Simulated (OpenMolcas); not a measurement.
Run report: Ta³⁺ complex, multiconfigurational calculation

Ta³⁺ with 6 ligands (Br; octahedron, 2.854 Å), embedded in Cs2NaYBr6 by model potentials and point charges, whose field is part of the energies. Computed at this level: state-averaged CASSCF, active space 2 electrons in the shell 5d, basis ANO-RCC-VDZP on the metal and ANO-RCC-VDZP on the ligands, DKH2 scalar Hamiltonian, spin-orbit coupling by RASSI with atomic mean-field integrals (OpenMolcas).

### Results in brief

```tsv
quantity	value
outcome	converged
energy of the lowest spin-free term	−31216.98396 hartree
energy of the lowest spin-orbit level	−31216.99544 hartree
largest spread among components of a term	0.0 cm⁻¹
hardware	1 thread of Arm Neoverse V2, 24 GiB of memory available, shared host
wall time	2.2 min
peak memory	0.59 GiB
```

### Notes

Without dynamic correlation the splittings between terms come out too large, often by 20 to 50 %. To bear in mind: covalent bonds, ligand orbitals missing from the active space; the geometry is set by hand, with no relaxation.

### The input
```
&GATEWAY
Basis set
Ta.ANO-RCC-VDZP.
Ta1 0.0 0.0 0.0 Angstrom
End of basis
Basis set
Br.ANO-RCC-VDZP.
L1 2.854000 0.000000 0.000000 Angstrom
L2 0.000000 2.854000 0.000000 Angstrom
L3 0.000000 0.000000 2.854000 Angstrom
End of basis
Basis set
Na.EMB-AIMP.Al-Abdalla.7s4p.1s1p.ECP.Cs2NaYBr6.
PseudoCharge
* 3 symmetry-unique lattice sites within 7.6 angstrom
End of basis
Basis set
Cs.EMB-AIMP.Al-Abdalla.0s.0s.ECP.Cs2NaYBr6.
PseudoCharge
* 4 symmetry-unique lattice sites within 7.6 angstrom
End of basis
Basis set
Br.EMB-AIMP.Al-Abdalla.0s.0s.ECP.Cs2NaYBr6.
PseudoCharge
* 12 symmetry-unique lattice sites within 7.6 angstrom
End of basis
Symmetry
XYZ
AngMom=0.0 0.0 0.0
AMFI
RICD
XField
1570 Angstrom 0
* Evjen-weighted lattice charges
&SEWARD
&RASSCF
FileOrb=start.orb
Symmetry=1
Spin=3
nActEl=2 0 0
Inactive=69 73
Ras2=5 0
CIRoot=10 10 1
SDav=10
CIMx=300
Iter=150 100
PrWF=0.3
OrbListing=Nothing
MaxOrb=0
LevShft=1.0
>>> COPY $Project.JobIph JOB001
&RASSCF
FileOrb=start.orb
Symmetry=1
Spin=1
nActEl=2 0 0
Inactive=69 73
Ras2=5 0
CIRoot=15 15 1
SDav=15
CIMx=300
Iter=150 100
PrWF=0.3
OrbListing=Nothing
MaxOrb=0
LevShft=1.0
>>> COPY $Project.JobIph JOB002
&RASSI
NrOfJobIphs=2 10 15
1 2 3 4 5 6 7 8 9 10
1 2 3 4 5 6 7 8 9 10 11 12 13 14 15
IphNames
JOB001
JOB002
EJob
SpinOrbit
DIPRint=1.0
SOCoupling=1000.0
Subsets=2
Property=9
'ANGMOM' 1 'ANGMOM' 2 'ANGMOM' 3 'MLTPL  1' 1 'MLTPL  1' 2 'MLTPL  1' 3
'AMFI' 1 'AMFI' 2 'AMFI' 3
SOProperty=3
'ANGMOM' 1 'ANGMOM' 2 'ANGMOM' 3
```

The file start.orb holds starting orbitals from an earlier step. A driver script formed the levels outside the program, from RASSI's spin-orbit matrix and the active-space energies, averaged over the components of each term or state.

Command:
```bash
OMP_NUM_THREADS=1 MOLCAS_MEM=2457 MOLCAS_PROJECT=a pymolcas a.inp > a.log  # once for each step of the input, in one work folder
```

### Output (extracts)
```
--- SEWARD ---
Basis set label: TA.ANO-RCC...7S6P4D2F1G.

      Electronic valence basis set:
      ------------------
      Associated Effective Charge  73.000000 au
      Associated Actual Charge     73.000000 au
      Nuclear Model: Point charge

      Shell  nPrim  nBasis  Cartesian Spherical Contaminant
         s      24       7        X
         p      21       6        X
         d      15       4                 X
         f      11       2                 X
         g       4       1                 X
                  Relativistic Douglas-Kroll-Hess integrals:
                    - DKH order of Hamiltonian: 2
                    - DKH order of Properties : 0
                  Atomic mean-field integrals
--- RASSCF ---
Wave function specifications:
      -----------------------------

      Number of closed shell electrons         284
      Number of electrons in active shells       2
      Max number of holes in RAS1 space          0
      Max nr of electrons in RAS3 space          0
      Number of inactive orbitals              142
      Number of active orbitals                  5
      Number of secondary orbitals             107
      Spin quantum number                      1.0
      State symmetry                             1
Orbital specifications:
      -----------------------

      Symmetry species                           1   2
                                                ag  au
      Frozen orbitals                            0   0
      Inactive orbitals                         69  73
      Active orbitals                            5   0
      RAS1 orbitals                              0   0
      RAS2 orbitals                              5   0
      RAS3 orbitals                              0   0
      Secondary orbitals                        55  52
      Deleted orbitals                           0   0
      Number of basis functions                129 125
      Number of CSFs                            10
      Number of root(s) required                10
      Iter CI   SX   CI       RASSCF       Energy    max ROT     max BLB   max BLB  Level Ln srch  Step   QN
          iter iter root      energy       change     param      element    value   shift minimum  type update
 Nr of preliminary CI iterations:   1
      Total energies have been shifted. Add               -31000.00 au
        1   1   16    0  -216.38372155    0.00E+00  -7.55E-02   68 122 2 -2.20E-01*  0.92   0.00    SX    NO
        2   1   16    0  -216.76918858   -3.85E-01* -6.24E-02   64  72 1  1.19E-01*  0.79   0.00    SX    NO
        3   1   15    0  -216.87962342   -1.10E-01* -3.69E-02   64  72 1  7.38E-02*  0.82   0.00    SX    NO
        4   1   14    0  -216.90926323   -2.96E-02*  2.05E-02   64  72 1  4.28E-02*  0.85   0.00    SX    NO
        5   1   14    0  -216.91942755   -1.02E-02*  3.21E-02   64  72 1  2.91E-02*  0.85   1.69    QN   YES
        6   1   13    0  -216.92605714   -6.63E-03*  7.55E-03   29  82 2  4.02E-03*  0.86   1.08    QN   YES
        7   1   12    0  -216.92652728   -4.70E-04*  4.36E-03   32  83 2  2.55E-03*  0.86   1.59    LS   YES
        8   1   12    0  -216.92660156   -7.43E-05*  8.05E-04   13  77 2  3.73E-03*  0.86   1.02    QN   YES
        9   1   11    0  -216.92666955   -6.80E-05*  4.25E-04   17  81 2  1.06E-03*  0.86   1.53    LS   YES
       10   1   11    0  -216.92667883   -9.28E-06* -6.66E-04   11  75 2 -1.30E-03*  0.86   1.01    QN   YES
       11   1   10    0  -216.92668682   -7.99E-06* -6.78E-04   64  72 1  6.13E-04*  0.86   2.02    LS   YES
       12   1   10    0  -216.92668956   -2.74E-06* -1.77E-04   11  75 2  5.09E-04*  0.86   1.01    QN   YES
       13   1    9    0  -216.92669091   -1.35E-06* -1.56E-04   28  73 1  1.98E-04*  0.86   1.89    LS   YES
       14   1    9    0  -216.92669129   -3.87E-07*  8.35E-05    7  84 2 -2.00E-04*  0.86   1.02    QN   YES
       15   1    8    0  -216.92669149   -1.98E-07*  7.80E-05   46  71 1  6.34E-05   0.86   1.94    LS   YES
       16   1    7    0  -216.92669155   -6.19E-08*  2.54E-05    7  84 2  1.25E-04*  0.86   1.01    QN   YES
       17   1    7    0  -216.92669158   -2.91E-08*  3.21E-05    7  84 2  3.18E-05   0.86   1.74    QN   YES
       18   1    6    0  -216.92669159   -1.17E-08*  7.72E-06    7  84 2 -2.04E-05   0.86   1.29    QN   YES
       19   1    5    0  -216.92669159    5.31E-10   3.90E-06    9  86 2 -9.57E-06   0.86   0.18    QN   YES
      Convergence after 19 iterations
       20   1    5    0  -216.92669159   -6.00E-10   3.90E-06   22  84 1  4.19E-06   0.86   0.18    QN   YES
      Natural orbitals and occupation numbers for root  1
      sym 1:   0.030688   0.969312  -0.000000   0.969312   0.030688
      Natural orbitals and occupation numbers for root  2
      sym 1:   0.985152   0.985152  -0.000000   0.014848   0.014848
      Natural orbitals and occupation numbers for root  3
      sym 1:   0.985246   0.985246   0.014754   0.014754  -0.000000
::    RASSCF root number  1 Total energy: -31216.98396123
::    RASSCF root number  2 Total energy: -31216.98396123
::    RASSCF root number  3 Total energy: -31216.98396123
::    RASSCF root number  4 Total energy: -31216.92602078
::    RASSCF root number  5 Total energy: -31216.92602078
::    RASSCF root number  6 Total energy: -31216.92602078
::    RASSCF root number  7 Total energy: -31216.89141189
::    RASSCF root number  8 Total energy: -31216.89141189
::    RASSCF root number  9 Total energy: -31216.89141189
::    RASSCF root number 10 Total energy: -31216.86273425
--- RASSCF ---
Wave function specifications:
      -----------------------------

      Number of closed shell electrons         284
      Number of electrons in active shells       2
      Max number of holes in RAS1 space          0
      Max nr of electrons in RAS3 space          0
      Number of inactive orbitals              142
      Number of active orbitals                  5
      Number of secondary orbitals             107
      Spin quantum number                      0.0
      State symmetry                             1
Orbital specifications:
      -----------------------

      Symmetry species                           1   2
                                                ag  au
      Frozen orbitals                            0   0
      Inactive orbitals                         69  73
      Active orbitals                            5   0
      RAS1 orbitals                              0   0
      RAS2 orbitals                              5   0
      RAS3 orbitals                              0   0
      Secondary orbitals                        55  52
      Deleted orbitals                           0   0
      Number of basis functions                129 125
      Number of CSFs                            15
      Number of root(s) required                15
      Iter CI   SX   CI       RASSCF       Energy    max ROT     max BLB   max BLB  Level Ln srch  Step   QN
          iter iter root      energy       change     param      element    value   shift minimum  type update
 Nr of preliminary CI iterations:   1
      Total energies have been shifted. Add               -31000.00 au
        1   1    9    0  -216.88632285    0.00E+00  -6.47E-03   71  86 1 -4.22E-03*  0.84   0.00    SX    NO
        2   1    8    0  -216.88661085   -2.88E-04*  3.31E-03   62  72 1  3.45E-03*  0.84   0.00    SX    NO
        3   1    8    0  -216.88671621   -1.05E-04*  2.00E-03   62  72 1  2.45E-03*  0.84   0.00    SX    NO
        4   1    8    0  -216.88675902   -4.28E-05*  1.12E-03   62  72 1  1.80E-03*  0.84   0.00    SX    NO
        5   1    7    0  -216.88677740   -1.84E-05*  1.67E-03   62  72 1  1.22E-03*  0.84   2.50    LS   YES
        6   1    8    0  -216.88678858   -1.12E-05*  7.88E-04   56  79 2 -2.17E-03*  0.84   1.08    QN   YES
        7   1    7    0  -216.88679138   -2.80E-06*  3.16E-04   56  79 2  1.24E-03*  0.84   0.68    QN   YES
        8   1    6    0  -216.88679250   -1.12E-06* -1.01E-04   61  84 1 -1.92E-04*  0.84   1.15    QN   YES
        9   1    6    0  -216.88679264   -1.37E-07* -1.52E-04   61  84 1 -1.34E-04*  0.84   2.50    LS   YES
       10   1    6    0  -216.88679265   -1.93E-08*  5.55E-05   55  75 2 -2.52E-04*  0.84   0.58    SX   YES
       11   1    6    0  -216.88679268   -2.88E-08*  3.14E-05   56  79 2  1.98E-04*  0.84   0.63    QN   YES
       12   1    5    0  -216.88679271   -2.36E-08* -1.20E-05   61  84 1 -2.87E-05   0.84   1.07    QN   YES
       13   1    5    0  -216.88679271   -5.53E-10   1.80E-05   61  84 1 -1.82E-05   0.84   2.50    LS   YES
      Convergence after 13 iterations
       14   1    5    0  -216.88679271    9.13E-10   1.80E-05   56  79 2 -1.92E-05   0.84   2.50    LS   YES
      Natural orbitals and occupation numbers for root  1
      sym 1:   0.000000   0.018304   0.950089   1.004874   0.026733
      Natural orbitals and occupation numbers for root  2
      sym 1:   0.000000   0.026238   0.953096   1.001943   0.018722
      Natural orbitals and occupation numbers for root  3
      sym 1:   0.026033   1.000426   0.954570   0.018971   0.000000
::    RASSCF root number  1 Total energy: -31216.94391948
::    RASSCF root number  2 Total energy: -31216.94391948
::    RASSCF root number  3 Total energy: -31216.94391948
::    RASSCF root number  4 Total energy: -31216.94337051
::    RASSCF root number  5 Total energy: -31216.94337051
::    RASSCF root number  6 Total energy: -31216.89774105
::    RASSCF root number  7 Total energy: -31216.88340488
::    RASSCF root number  8 Total energy: -31216.88340488
::    RASSCF root number  9 Total energy: -31216.88340488
::    RASSCF root number 10 Total energy: -31216.87435797
::    RASSCF root number 11 Total energy: -31216.87435797
::    RASSCF root number 12 Total energy: -31216.87435797
::    RASSCF root number 13 Total energy: -31216.82128469
::    RASSCF root number 14 Total energy: -31216.82128469
::    RASSCF root number 15 Total energy: -31216.76979217
--- RASSI ---
SPIN-FREE ENERGIES:
  (Shifted by EMIN (a.u.) =     -31216.9839612313)

 SF State       Relative EMIN(au)   Rel lowest level(eV)    D:o, cm**(-1)

     1             0.0000000000        0.0000000000              0.0000
     2             0.0000000000        0.0000000000              0.0000
     3             0.0000000000        0.0000000000              0.0000
    11             0.0400417472        1.0895914496           8788.1477
    12             0.0400417472        1.0895914496           8788.1477
    13             0.0400417472        1.0895914496           8788.1477
    14             0.0405907236        1.1045298573           8908.6341
    15             0.0405907236        1.1045298573           8908.6341
     4             0.0579404522        1.5766400247          12716.4594
     5             0.0579404522        1.5766400247          12716.4594
     6             0.0579404522        1.5766400247          12716.4594
    16             0.0862201850        2.3461707554          18923.1433
     9             0.0925493451        2.5183959764          20312.2334
     7             0.0925493451        2.5183959764          20312.2334
     8             0.0925493451        2.5183959764          20312.2334
    17             0.1005563543        2.7362777964          22069.5688
    18             0.1005563543        2.7362777964          22069.5688
    19             0.1005563543        2.7362777964          22069.5688
    20             0.1096032632        2.9824567281          24055.1358
    21             0.1096032632        2.9824567281          24055.1358
    22             0.1096032632        2.9824567281          24055.1358
    10             0.1212269793        3.2987541572          26606.2466
    23             0.1626765384        4.4266541204          35703.3733
    24             0.1626765384        4.4266541204          35703.3733
    25             0.2141690650        5.8278371502          47004.6766
     Dipole printing threshold changed to   1.00000000E+00
Eigenvalues of complex Hamiltonian:
   -----------------------------------
  (Shifted by EMIN (a.u.) =     -31216.9839612313)

 SO State       Relative EMIN(au)   Rel lowest level(eV)    D:o, cm**(-1)

     1            -0.0114784542        0.0000000004              0.0000
     2            -0.0114784543        0.0000000000              0.0000
     3            -0.0097875274        0.0460124630            371.1155
     4            -0.0097875274        0.0460124650            371.1156
     5            -0.0097875274        0.0460124631            371.1155
     6             0.0044753535        0.4341252245           3501.4561
     7             0.0044753535        0.4341252242           3501.4561
     8             0.0044753535        0.4341252241           3501.4561
     9             0.0099781432        0.5838637614           4709.1788
    10             0.0350125372        1.2650843266          10203.5932
    11             0.0350125373        1.2650843286          10203.5932
    12             0.0350125373        1.2650843279          10203.5932
    13             0.0399003866        1.3980894835          11276.3522
    14             0.0399003867        1.3980894850          11276.3522
    15             0.0530775694        1.7566588937          14168.4095
    16             0.0589062721        1.9152659757          15447.6619
    17             0.0589062723        1.9152659788          15447.6619
    18             0.0589062722        1.9152659780          15447.6619
    19             0.0604962550        1.9585316122          15796.6228
    20             0.0604962550        1.9585316121          15796.6228
    21             0.0604962549        1.9585316115          15796.6228
    22             0.0617405464        1.9923905062          16069.7132
    23             0.0617405463        1.9923905056          16069.7132
    24             0.0766733050        2.3987315700          19347.0749
    25             0.0887525376        2.7274242326          21998.1600
    26             0.0887525376        2.7274242328          21998.1600
    27             0.0887525376        2.7274242331          21998.1600
    28             0.0914967212        2.8020972736          22600.4387
    29             0.0914967214        2.8020972778          22600.4387
    30             0.0914967213        2.8020972757          22600.4387
    31             0.0941147717        2.8733380555          23175.0343
    32             0.0983407409        2.9883325370          24102.5274
    33             0.0983407409        2.9883325362          24102.5274
    34             0.1050496480        3.1708911996          25574.9623
    35             0.1050496480        3.1708911988          25574.9623
    36             0.1050496480        3.1708911984          25574.9623
    37             0.1112317973        3.3391160521          26931.7872
    38             0.1112317973        3.3391160524          26931.7872
    39             0.1112317973        3.3391160523          26931.7872
    40             0.1267743439        3.7620502915          30342.9819
    41             0.1267743439        3.7620502905          30342.9819
Weights of the five most important spin-orbit-free states for each spin-orbit state.

 SO State  Total energy (au)           Spin-free states, spin, and weights
 -------------------------------------------------------------------------------------------------------
    1        -0.011478       3 1.0  0.5182    2 1.0  0.3084    1 1.0  0.0917   15 0.0  0.0334    6 1.0  0.0249
    2        -0.011478       1 1.0  0.5205    2 1.0  0.3038    3 1.0  0.0940   14 0.0  0.0334    4 1.0  0.0288
    3        -0.009788       1 1.0  0.4675    3 1.0  0.4621   12 0.0  0.0233    6 1.0  0.0137    4 1.0  0.0096
    4        -0.009788       2 1.0  0.4676    3 1.0  0.4664   13 0.0  0.0288    5 1.0  0.0138    4 1.0  0.0137
    5        -0.009788       1 1.0  0.4664    2 1.0  0.4620   11 0.0  0.0229    6 1.0  0.0138    5 1.0  0.0096
    6         0.004475       2 1.0  0.4872    3 1.0  0.4863    5 1.0  0.0106    4 1.0  0.0106   20 0.0  0.0032
    7         0.004475       1 1.0  0.4870    3 1.0  0.4656    2 1.0  0.0221    6 1.0  0.0106    4 1.0  0.0099
    8         0.004475       1 1.0  0.4865    2 1.0  0.4654    3 1.0  0.0228    6 1.0  0.0106    5 1.0  0.0099
    9         0.009978       2 1.0  0.3212    3 1.0  0.3212    1 1.0  0.3212   16 0.0  0.0254    7 1.0  0.0037
   10         0.035013      13 0.0  0.7317    5 1.0  0.0897    4 1.0  0.0896    2 1.0  0.0257    3 1.0  0.0257
   11         0.035013      12 0.0  0.7353    4 1.0  0.0897    6 1.0  0.0897    1 1.0  0.0257    3 1.0  0.0206
   12         0.035013      11 0.0  0.7312    5 1.0  0.0897    6 1.0  0.0896    1 1.0  0.0257    2 1.0  0.0206
```

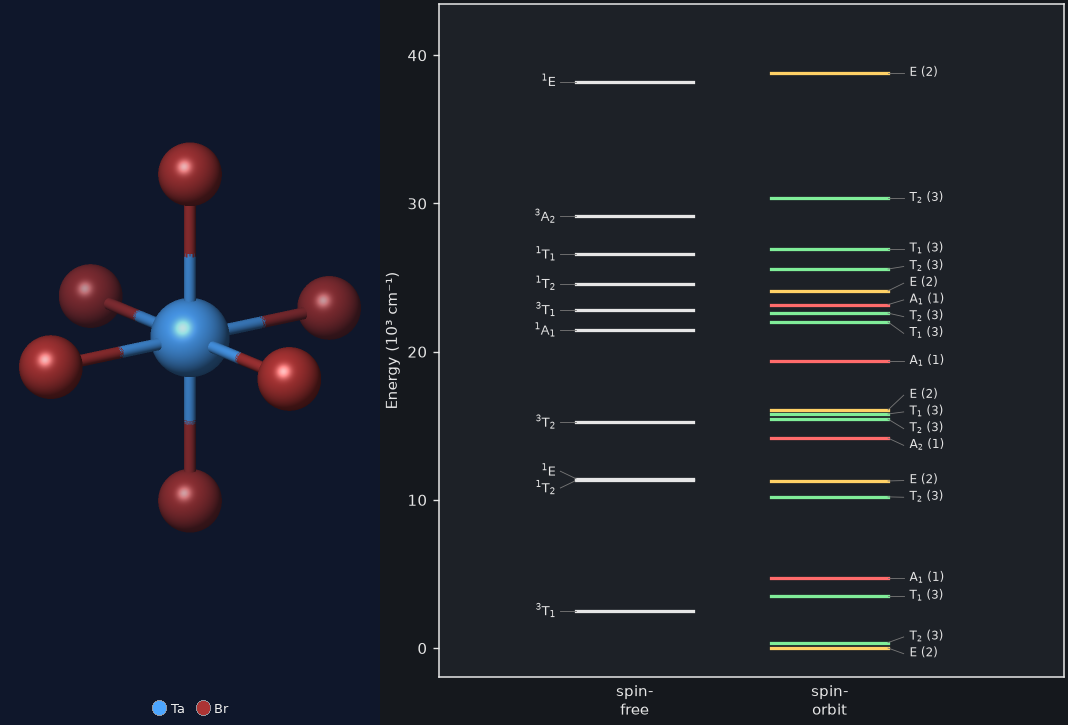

Fig. 1: Ta³⁺ (5d²) as a dopant in Cs₂NaYBr₆, a cluster with its 6 nearest Br⁻ at 2.854 Å (octahedron) embedded in model potentials and point charges; the geometry was set, not optimised, and its levels. Labels give the representation in O, Td, D4 or D3 as the site allows (double group for half-integer spin) where it could be assigned and, in brackets, the degeneracy; spin-free states, where drawn, share the zero of the spin-orbit levels. The ground level is E, doubly degenerate, 97 % from states of spin multiplicity 3. Its principal g values are all close to zero. The next level lies at 371 cm⁻¹ (T₂). The lowest spin-free state is ³T₁; of the same spin there follow at 12,700 cm⁻¹ (³T₂), 20,300 cm⁻¹ (³T₁) and 26,600 cm⁻¹ (³A₂) above it. The active orbitals hold 80 to 92 % metal character (Löwdin), and the Mulliken charge of the metal is +1.03.
